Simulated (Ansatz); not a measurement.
Consider Bi2Se3 in the Bi2Te3 type structure (space group R-3m, No. 166; a = 4.145 Å, c = 29.266 Å (hexagonal axes)). Axes: x lies along a and z along c of the hexagonal cell.

The change: tensile biaxial strain of 2.13 % in the plane normal to [001], as in epitaxy on a mismatched substrate; the out-of-plane cell vector and the atoms relax.

Calculations: r2SCAN+rVV10 in Ansatz (plane waves to 500 eV, PAW, no spin-orbit coupling).

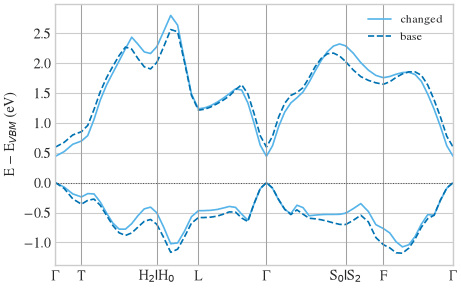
*Highest valence and lowest conduction band along the path, each from its own valence-band maximum*

**Question.** From the figure, how large is the changed gap, and is it direct?

**Answer.** About 0.44 eV, direct at Γ.

With Bi present, leaving out spin-orbit coupling can change the band edges. Whether these cells are dynamically stable was not tested.

Ansatz is a quantum-chemistry and plane-wave program.
